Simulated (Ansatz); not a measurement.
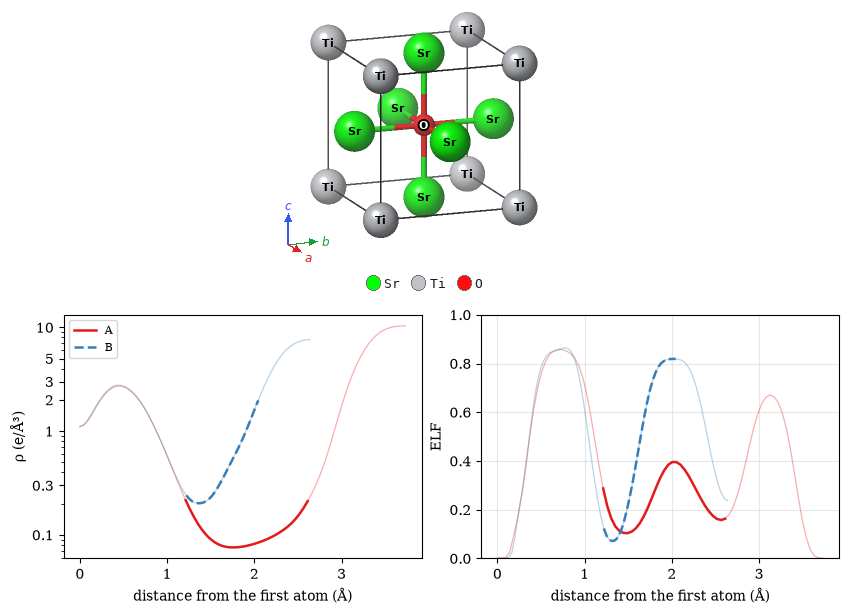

Sr₃TiO. Valence electron density and ELF along straight lines between neighbouring atoms. Thin, pale parts lie inside the atomic spheres. The structure is drawn too.

Space group Pm-3m; spin-polarised.

Level of theory: DFT PBE, scalar-relativistic, plane waves, PAW in Ansatz 0.2.0.

In a PAW calculation such maps are meaningful between the atoms, not at the nuclei.

Q: Which curve belongs to which contact (Sr–O and Sr–Ti)? The first atom named is at distance zero.

A: Curve A: Sr–Ti (3.73 Å): ρ is about 0.08 e/Å³ halfway; the ELF is about 0.35 at the midpoint; no localised pair shows between them. Curve B: Sr–O (2.64 Å): ρ is about 0.2 e/Å³ halfway; the ELF is about 0.05 at the midpoint: no shared electron pair shows on this line.
